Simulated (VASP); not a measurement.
Band structure of LiBr (rock salt). Calculation: PW91 GGA, VASP's PBE PAW potentials (set 64) (plane waves; VASP).

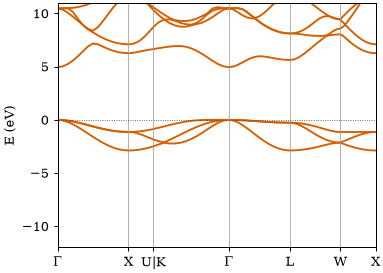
Figure. Bands along high-symmetry lines, zero at the valence-band maximum or, without a gap, the Fermi level

### Question
Read the plot: is there a gap, and where are the band edges?

### Answer
The gap is indirect, 4.95 eV, from the valence maximum at K-Γ at 0.79 to the conduction minimum at Γ. (Edges off the drawn lines would not show.)

Measured: gap 7.60 eV (computed value off by -2.65 eV), as given by Abedi et al., (2022), arXiv:2211.14644.

The compound is LiBr in the rock salt structure. It was relaxed first.
